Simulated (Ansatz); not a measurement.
# PH3S: a spread of methods and bases

How do the results and run time of PH3S respond when the settings are drawn wide?

The runs use Ansatz 0.2.0, Gaussian basis; the settings change from run to run.

**1. The molecule**

The structure was relaxed beforehand with PBE0-D4 in a triple-zeta def2 set.

SMILES `PS`, 5 atoms, charge 0, spin multiplicity 1.

Atoms are counted from 1 here; the program's logs count them from 0.

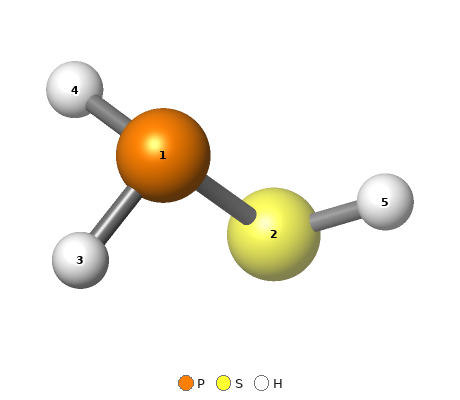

The structure; phosphorus orange, sulfur yellow, hydrogen white; atoms are numbered from 1 in the order of the file.

**2. B3LYP/6-31G**

This run has D3(BJ) with three-body dispersion.

in.yaml

```yaml
crystal:
  periodic: [false, false, false]
  atoms:
    - {symbol: P, position_ang: [-0.460089, -0.498393, 0.425200]}
    - {symbol: S, position_ang: [0.785275, 0.959191, -0.470480]}
    - {symbol: H, position_ang: [0.282859, -1.642262, 0.032556]}
    - {symbol: H, position_ang: [-1.380931, -0.635996, -0.646038]}
    - {symbol: H, position_ang: [0.822785, 1.743860, 0.617263]}
basis:
  gaussian: {orbitals: 6-31G}
hamiltonian: {xc: {name: B3LYP}, dispersion: d3bjatm}
```

The run is started by

```console
$ ansatz run in.yaml --threads 2 --pin off --events-out ev --progress --plain --max-ram 4352MiB
```

Output:

```text
Functional definition: B3LYP
  name "B3LYP"
  cite "Stephens, Devlin, Chabalowski & Frisch, J. Phys. Chem. 98, 11623 (1994) doi:10.1021/j100096a001"
  cite "Becke, Phys. Rev. A 38, 3098 (1988) doi:10.1103/PhysRevA.38.3098"
  cite "Lee, Yang & Parr, Phys. Rev. B 37, 785 (1988) doi:10.1103/PhysRevB.37.785"
  cite "Vosko, Wilk & Nusair, Can. J. Phys. 58, 1200 (1980) doi:10.1139/p80-159"
  parameter a0 = 0.2
  parameter ax = 0.72
  parameter ac = 0.81
  exchange = (1 - a0 - ax)*slater_x + ax*b88_x + a0*exact_x
  correlation = (1 - ac)*vwn_rpa_c + ac*lyp_c
379 factors; integrals over basis functions are off by at most 2.8e-4 eV
mean field evaluation 1: about -20170.4529 eV, gradient 1.0e1 eV
mean field evaluation 2: about -20170.5026 eV, gradient 1.0e1 eV
mean field evaluation 4: about -20170.8591 eV, gradient 4.6e-1 eV
mean field evaluation 8: about -20170.9335 eV, gradient 1.1e-2 eV
mean field -20170.93353984 eV, -741.2681352393 hartree, gradient 2.3e-5 eV, S^2 0.000000; 0 other end points of the search recorded, 0 dependent functions left out
reference -20170.93374515 eV, -741.2681427845 hartree; 17, 17 occupied and 15, 15 virtual orbitals, 379 factors
Total energy: -20171.11028269 eV, -741.2746304192 hartree
```

Wall time 0.45 s (2 threads of Arm Neoverse V1, shared host).

**3. revPBE/6-31G**

Options: charge +1, multiplicity 2.

in.yaml, as its differences from that of step 2:

```diff
@@ -10,2 +10,4 @@
   gaussian: {orbitals: 6-31G}
-hamiltonian: {xc: {name: B3LYP}, dispersion: d3bjatm}
+total_charge: 1
+magnetization: {spin_polarized: true, initial_magnetization: 1}
+hamiltonian: {xc: {name: revPBE}}
```

The command is unchanged.

Output:

```text
Functional definition: revPBE
  name "revPBE"
  cite "Zhang & Yang, Phys. Rev. Lett. 80, 890 (1998) doi:10.1103/PhysRevLett.80.890"
  cite "Perdew, Burke & Ernzerhof, Phys. Rev. Lett. 77, 3865 (1996) doi:10.1103/PhysRevLett.77.3865"
  parameter kappa = 1.245
  parameter beta = 0.06672455060314922
  exchange = pbe_x(kappa = kappa, mu = beta*pi^2/3)
  correlation = pbe_c(beta = beta)
378 factors; integrals over basis functions are off by at most 2.8e-4 eV
mean field evaluation 1: about -20153.9998 eV, gradient 1.8e1 eV
mean field evaluation 2: about -20142.6412 eV, gradient 4.1e1 eV
mean field evaluation 4: about -20154.6946 eV, gradient 1.4e1 eV
mean field evaluation 8: about -20155.9127 eV, gradient 7.5e0 eV
mean field evaluation 16: about -20156.6064 eV, gradient 1.7e-5 eV
mean field -20156.60644239 eV, -740.7416241191 hartree, gradient 1.7e-5 eV, S^2 0.751802; 3 other end points of the search recorded, 0 dependent functions left out
reference -20156.60647511 eV, -740.7416253217 hartree; 17, 16 occupied and 15, 16 virtual orbitals, 378 factors
Total energy: -20156.60647511 eV, -740.7416253217 hartree
```

Run time: 1.2 s. Hardware: 2 threads of Arm Neoverse V1, shared host.

⟨S²⟩ 0.752.

**4. wB97/aug-cc-pVTZ**

Options: unrestricted orbitals, atoms shaken by 0.15 Å, density fitting with cc-pVTZ-jkfit, finite nuclei, a point charge of 1.00 e beside it.

in.yaml

```yaml
crystal:
  periodic: [false, false, false]
  atoms:
    - {symbol: P, position_ang: [-0.389070, -0.198624, 0.326829]}
    - {symbol: S, position_ang: [0.968335, 1.065372, -0.447901]}
    - {symbol: H, position_ang: [0.373911, -1.659542, -0.120507]}
    - {symbol: H, position_ang: [-1.508683, -0.519761, -0.516357]}
    - {symbol: H, position_ang: [0.702976, 1.388754, 0.678186]}
basis:
  gaussian: {orbitals: aug-cc-pVTZ, fitting: {mean_field: cc-pVTZ-jkfit}, nuclear_model: gaussian, point_charges: [{charge: 1.00, position_ang: [4.517, 0.391, 0.189]}]}
magnetization: {spin_polarized: true, initial_magnetization: 0}
hamiltonian: {xc: {name: wB97}}
```

The command is unchanged.

Output, shortened:

```text
Functional definition: wB97
  name "wB97"
  cite "Chai & Head-Gordon, J. Chem. Phys. 128, 084106 (2008) doi:10.1063/1.2834918"
  cite "Becke, J. Chem. Phys. 107, 8554 (1997) doi:10.1063/1.475007"
[...]
  # The coefficients of nought are those of the uniform gas.
[...]
      + integral(e_c_pw_opposite_spin*poly(b97_u_opposite, 1, cos1, cos2, cos3, cos4))
332 factors; integrals over basis functions are off by at most 7.5e-1 eV
332 factors; integrals over basis functions are off by at most 1.9e-2 eV
[...]
mean field -20172.09066974 eV, -741.3106589786 hartree, gradient 8.4e-5 eV, S^2 0.000000; 0 other end points of the search recorded, 0 dependent functions left out
reference -20172.09065354 eV, -741.3106583834 hartree; 17, 17 occupied and 152, 152 virtual orbitals, 332 factors
Total energy: -20172.09065354 eV, -741.3106583834 hartree
```

It took 7.5 s on 2 threads of Arm Neoverse V1, shared host; peak memory 0.34 GiB.

⟨S²⟩ 0.000.

**5. wB97X/def2-mTZVPP**

in.yaml

```yaml
crystal:
  periodic: [false, false, false]
  atoms:
    - {symbol: P, position_ang: [-0.460089, -0.498393, 0.425200]}
    - {symbol: S, position_ang: [0.785275, 0.959191, -0.470480]}
    - {symbol: H, position_ang: [0.282859, -1.642262, 0.032556]}
    - {symbol: H, position_ang: [-1.380931, -0.635996, -0.646038]}
    - {symbol: H, position_ang: [0.822785, 1.743860, 0.617263]}
basis:
  gaussian: {orbitals: def2-mTZVPP}
hamiltonian: {xc: {name: wB97X}}
output: {forces: true}
```

Launched as before.

Output, shortened:

```text
Functional definition: wB97X
  name "wB97X"
  cite "Chai & Head-Gordon, J. Chem. Phys. 128, 084106 (2008) doi:10.1063/1.2834918"
  cite "Becke, J. Chem. Phys. 107, 8554 (1997) doi:10.1063/1.475007"
[...]
  # The coefficients of nought are those of the uniform gas.
[...]
      + exact_x_lr(omega)
[...]
      + integral(e_c_pw_opposite_spin*poly(b97_u_opposite, 1, cos1, cos2, cos3, cos4))
641 factors; integrals over basis functions are off by at most 9.4e-4 eV
187 factors; integrals over basis functions are off by at most 7.4e-6 eV
[...]
mean field -20173.24407086 eV, -741.3530456882 hartree, gradient 3.8e-5 eV, S^2 0.000000; 0 other end points of the search recorded, 0 dependent functions left out
[...]
reference -20173.24404816 eV, -741.3530448540 hartree; 17, 17 occupied and 52, 52 virtual orbitals, 641 factors
Total energy: -20173.24404816 eV, -741.3530448540 hartree
Atom 0 at    -0.460089    -0.498393     0.425200 Å, force    -0.123404    -0.259325    -0.081142 eV/Å
Atom 1 at     0.785275     0.959191    -0.470480 Å, force     0.095905     0.152521    -0.005658 eV/Å
Atom 2 at     0.282859    -1.642262     0.032556 Å, force    -0.028958     0.066796     0.055361 eV/Å
Atom 3 at    -1.380931    -0.635996    -0.646038 Å, force     0.031365     0.029966     0.080650 eV/Å
Atom 4 at     0.822785     1.743860     0.617263 Å, force     0.025092     0.010043    -0.049212 eV/Å
Dipole moment:    -0.071930    -0.078263     0.062614 e Å
```

Run time: 2 s. Hardware: 2 threads of Arm Neoverse V1, shared host.

Largest force 0.298 eV/Å, dipole 0.59 D.

**6. r2SCAN/6-31G**

This run has charge -1, multiplicity 2, restricted open-shell orbitals, D3(BJ) with three-body dispersion, high accuracy.

in.yaml, as its differences from that of step 5:

```diff
@@ -9,4 +9,6 @@
 basis:
-  gaussian: {orbitals: def2-mTZVPP}
-hamiltonian: {xc: {name: wB97X}}
-output: {forces: true}
+  gaussian: {orbitals: 6-31G}
+total_charge: -1
+magnetization: {spin_polarized: false, initial_magnetization: 1}
+hamiltonian: {xc: {name: r2SCAN}, dispersion: d3bjatm}
+accuracy: high
```

The command is unchanged.

Output, shortened:

```text
Functional definition: r2SCAN
  name "r2SCAN"
  cite "Furness, Kaplan, Ning, Perdew & Sun, J. Phys. Chem. Lett. 11, 8208 (2020) doi:10.1021/acs.jpclett.0c02405"
  cite "Furness, Kaplan, Ning, Perdew & Sun, J. Phys. Chem. Lett. 11, 9248 (2020) doi:10.1021/acs.jpclett.0c03077"
  parent r2scan
[...]
722 factors; integrals over basis functions are off by at most 4.0e-9 eV
[...]
mean field -20166.79067579 eV, -741.1158877937 hartree, gradient 1.6e-8 eV, S^2 0.750000; 2 other end points of the search recorded, 0 dependent functions left out
reference -20166.79067726 eV, -741.1158878475 hartree; 18, 17 occupied and 14, 15 virtual orbitals, 722 factors
Total energy: -20166.81442771 eV, -741.1167606606 hartree
```

Run time: 4.5 s. Hardware: 2 threads of Arm Neoverse V1, shared host.

**7. r2SCANh/ANO-RCC-VTZP**

This run has finite nuclei, D4 dispersion, high accuracy.

in.yaml, as its differences from that of step 6:

```diff
@@ -9,6 +9,5 @@
 basis:
-  gaussian: {orbitals: 6-31G}
-total_charge: -1
-magnetization: {spin_polarized: false, initial_magnetization: 1}
-hamiltonian: {xc: {name: r2SCAN}, dispersion: d3bjatm}
+  gaussian: {orbitals: ANO-RCC-VTZP, nuclear_model: gaussian}
+hamiltonian: {xc: {name: r2SCANh}, dispersion: d4}
 accuracy: high
+output: {forces: true}
```

The command is unchanged.

Output, shortened:

```text
Functional definition: r2SCANh
  name "r2SCANh"
  cite "Bursch, Neugebauer, Ehlert & Grimme, J. Chem. Phys. 156, 134105 (2022) doi:10.1063/5.0086040"
  cite "Furness, Kaplan, Ning, Perdew & Sun, J. Phys. Chem. Lett. 11, 8208 (2020) doi:10.1021/acs.jpclett.0c02405"
  cite "Furness, Kaplan, Ning, Perdew & Sun, J. Phys. Chem. Lett. 11, 9248 (2020) doi:10.1021/acs.jpclett.0c03077"
  parent r2scan
[...]
2010 factors; integrals over basis functions are off by at most 3.4e-9 eV
[...]
mean field -20224.48406443 eV, -743.2360807201 hartree, gradient 5.0e-8 eV, S^2 0.000000; 0 other end points of the search recorded, 0 dependent functions left out
[...]
reference -20224.48406574 eV, -743.2360807683 hartree; 17, 17 occupied and 93, 93 virtual orbitals, 2010 factors
Total energy: -20224.50353185 eV, -743.2367961346 hartree
Relativity: scalar
Atom 0 at    -0.460089    -0.498393     0.425200 Å, force    -0.056174    -0.077885     0.023222 eV/Å
Atom 1 at     0.785275     0.959191    -0.470480 Å, force     0.050496     0.076613    -0.007877 eV/Å
Atom 2 at     0.282859    -1.642262     0.032556 Å, force    -0.031862     0.030844    -0.007287 eV/Å
Atom 3 at    -1.380931    -0.635996    -0.646038 Å, force     0.037708    -0.010933     0.021592 eV/Å
Atom 4 at     0.822785     1.743860     0.617263 Å, force    -0.000168    -0.018639    -0.029650 eV/Å
Dipole moment:    -0.059837    -0.059701     0.060196 e Å
```

Wall time 67 s (2 threads of Arm Neoverse V1, shared host); peak memory 0.41 GiB.

Largest force 0.099 eV/Å, dipole 0.50 D.

**8. B3LYP/def2-mTZVPP**

in.yaml, as its differences from that of step 7:

```diff
@@ -9,5 +9,4 @@
 basis:
-  gaussian: {orbitals: ANO-RCC-VTZP, nuclear_model: gaussian}
-hamiltonian: {xc: {name: r2SCANh}, dispersion: d4}
-accuracy: high
+  gaussian: {orbitals: def2-mTZVPP}
+hamiltonian: {xc: {name: B3LYP}}
 output: {forces: true}
```

Same command.

Output, shortened:

```text
Functional definition: B3LYP
  name "B3LYP"
  cite "Stephens, Devlin, Chabalowski & Frisch, J. Phys. Chem. 98, 11623 (1994) doi:10.1021/j100096a001"
  cite "Becke, Phys. Rev. A 38, 3098 (1988) doi:10.1103/PhysRevA.38.3098"
  cite "Lee, Yang & Parr, Phys. Rev. B 37, 785 (1988) doi:10.1103/PhysRevB.37.785"
  cite "Vosko, Wilk & Nusair, Can. J. Phys. 58, 1200 (1980) doi:10.1139/p80-159"
[...]
641 factors; integrals over basis functions are off by at most 9.4e-4 eV
[...]
mean field -20174.56534260 eV, -741.4016015290 hartree, gradient 6.3e-5 eV, S^2 0.000000; 0 other end points of the search recorded, 0 dependent functions left out
[...]
reference -20174.56554207 eV, -741.4016088594 hartree; 17, 17 occupied and 52, 52 virtual orbitals, 641 factors
Total energy: -20174.56554207 eV, -741.4016088594 hartree
Atom 0 at    -0.460089    -0.498393     0.425200 Å, force    -0.378624    -0.465422     0.239702 eV/Å
Atom 1 at     0.785275     0.959191    -0.470480 Å, force     0.370217     0.387008    -0.333879 eV/Å
Atom 2 at     0.282859    -1.642262     0.032556 Å, force     0.005889    -0.028609     0.011395 eV/Å
Atom 3 at    -1.380931    -0.635996    -0.646038 Å, force    -0.030852    -0.006329    -0.003035 eV/Å
Atom 4 at     0.822785     1.743860     0.617263 Å, force     0.033370     0.113351     0.085817 eV/Å
Dipole moment:    -0.068823    -0.071653     0.064648 e Å
```

Wall time 0.9 s (2 threads of Arm Neoverse V1, shared host).

Largest force 0.646 eV/Å, dipole 0.57 D.

**9. revPBE/def2-TZVPD**

Options: unrestricted orbitals, D3(BJ) with three-body dispersion.

in.yaml, as its differences from that of step 8:

```diff
@@ -9,4 +9,5 @@
 basis:
-  gaussian: {orbitals: def2-mTZVPP}
-hamiltonian: {xc: {name: B3LYP}}
+  gaussian: {orbitals: def2-TZVPD}
+magnetization: {spin_polarized: true, initial_magnetization: 0}
+hamiltonian: {xc: {name: revPBE}, dispersion: d3bjatm}
 output: {forces: true}
```

Launched as before.

Output, shortened:

```text
Functional definition: revPBE
  name "revPBE"
  cite "Zhang & Yang, Phys. Rev. Lett. 80, 890 (1998) doi:10.1103/PhysRevLett.80.890"
  cite "Perdew, Burke & Ernzerhof, Phys. Rev. Lett. 77, 3865 (1996) doi:10.1103/PhysRevLett.77.3865"
[...]
721 factors; their error is unknown
[...]
mean field -20170.17945056 eV, -741.2404229694 hartree, gradient 1.6e-5 eV, S^2 0.000000; 0 other end points of the search recorded, 0 dependent functions left out
[...]
reference -20170.17951328 eV, -741.2404252744 hartree; 17, 17 occupied and 99, 99 virtual orbitals, 721 factors
Total energy: -20170.41854260 eV, -741.2492094398 hartree
Atom 0 at    -0.460089    -0.498393     0.425200 Å, force    -0.199274    -0.013063     0.470841 eV/Å
Atom 1 at     0.785275     0.959191    -0.470480 Å, force     0.226817     0.097634    -0.413702 eV/Å
Atom 2 at     0.282859    -1.642262     0.032556 Å, force     0.119349    -0.213227    -0.094886 eV/Å
Atom 3 at    -1.380931    -0.635996    -0.646038 Å, force    -0.154443    -0.047214    -0.206088 eV/Å
Atom 4 at     0.822785     1.743860     0.617263 Å, force     0.007552     0.175870     0.243835 eV/Å
Dipole moment:    -0.054541    -0.053788     0.055873 e Å
```

Run time: 2.2 s. Hardware: 2 threads of Arm Neoverse V1, shared host.

Largest force 0.511 eV/Å, dipole 0.46 D, ⟨S²⟩ 0.000.

**10. B2GP-PLYP/STO-3G**

Options: high accuracy.

in.yaml, as its differences from that of step 9:

```diff
@@ -9,5 +9,5 @@
 basis:
-  gaussian: {orbitals: def2-TZVPD}
-magnetization: {spin_polarized: true, initial_magnetization: 0}
-hamiltonian: {xc: {name: revPBE}, dispersion: d3bjatm}
+  gaussian: {orbitals: STO-3G}
+hamiltonian: {xc: {name: B2GP-PLYP}}
+accuracy: high
 output: {forces: true}
```

Launched as before.

Output, shortened:

```text
Functional definition: B2GP-PLYP
  name "B2GP-PLYP"
  cite "Karton, Tarnopolsky, Lamère, Schatz & Martin, J. Phys. Chem. A 112, 12868 (2008) doi:10.1021/jp801805p"
  cite "Becke, Phys. Rev. A 38, 3098 (1988) doi:10.1103/PhysRevA.38.3098"
  cite "Lee, Yang & Parr, Phys. Rev. B 37, 785 (1988) doi:10.1103/PhysRevB.37.785"
[...]
368 factors; integrals over basis functions are off by at most 8.4e-9 eV
[...]
mean field -19935.27823220 eV, -732.6079624163 hartree, gradient 5.6e-9 eV, S^2 0.000000; 0 other end points of the search recorded, 0 dependent functions left out
10 core orbitals not correlated: weight in the atoms' cores, before any rotation towards them, 1.000 or more for the frozen orbitals, at most 0.000 for the correlated occupied ones
reference -19935.27824463 eV, -732.6079628731 hartree; 7, 7 occupied and 4, 4 virtual orbitals, 368 factors
second order -2.00753781 eV of doubles, -0.00000000 eV of singles
[...]
Total energy: -19936.00095824 eV, -732.6345221084 hartree
Atom 0 at    -0.460089    -0.498393     0.425200 Å, force    -0.417144    -0.647647     0.060642 eV/Å
Atom 1 at     0.785275     0.959191    -0.470480 Å, force     0.234861     0.051214    -0.500873 eV/Å
Atom 2 at     0.282859    -1.642262     0.032556 Å, force    -0.239002     0.440143    -0.030157 eV/Å
Atom 3 at    -1.380931    -0.635996    -0.646038 Å, force     0.435729     0.030817     0.246554 eV/Å
Atom 4 at     0.822785     1.743860     0.617263 Å, force    -0.014444     0.125473     0.223834 eV/Å
Dipole moment:    -0.060260    -0.057531     0.064484 e Å
```

Run time: 1.8 s. Hardware: 2 threads of Arm Neoverse V1, shared host.

Largest force 0.773 eV/Å, dipole 0.51 D.

**11. The runs in one table**

```tsv
level	charge	multiplicity	geometry	functions	energy (eV)	time
B3LYP/6-31G	0	1	relaxed	32	-20171.110	0.45 s
revPBE/6-31G	1	2	relaxed	32	-20156.606	1.2 s
wB97/aug-cc-pVTZ	0	1	shaken, point charge	169	-20172.091	7.5 s
wB97X/def2-mTZVPP	0	1	relaxed	69	-20173.244	2 s
r2SCAN/6-31G	-1	2	relaxed	32	-20166.814	4.5 s
r2SCANh/ANO-RCC-VTZP	0	1	relaxed	110	-20224.504	67 s
B3LYP/def2-mTZVPP	0	1	relaxed	69	-20174.566	0.9 s
revPBE/def2-TZVPD	0	1	relaxed	116	-20170.419	2.2 s
B2GP-PLYP/STO-3G	0	1	relaxed	21	-19936.001	1.8 s
```

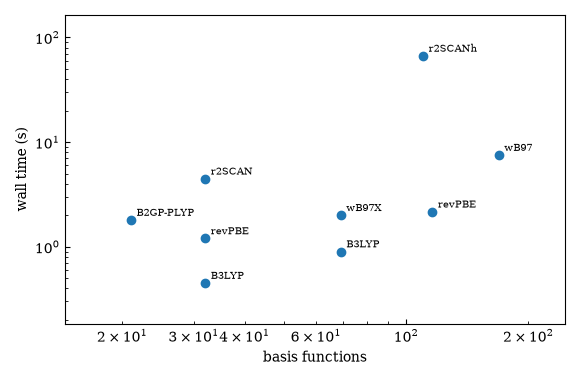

Wall time against the number of basis functions (shared host).

**12. Summary of results**

| quantity | value |
| --- | --- |
| runs | 9 |
| quickest | B3LYP/6-31G, 0.45 s |
| slowest | r2SCANh/ANO-RCC-VTZP, 67 s |
| spread of total energies, same state and geometry | 288.5 eV |
| dipole, same state and geometry | 0.46 to 0.59 D |

**Reading.** r2SCANh/ANO-RCC-VTZP took 148 times as long as B3LYP/6-31G. The jobs differ in tasks and options as well as level. Total energies at one charge and spin differ by 289 eV between levels, so only differences within one level mean anything. Some of these runs are scalar-relativistic and others not, which shifts the totals of all-electron atoms past neon by eV; core potentials, where a basis has them, take the core out of the total altogether. At the PBE0-D4/def2-TZVP geometry and in the same state, runs without warnings or point charges leave forces up to 0.77 eV/Å (B2GP-PLYP/STO-3G). At that geometry and state the dipole changes by 30 % between the lowest and highest value.
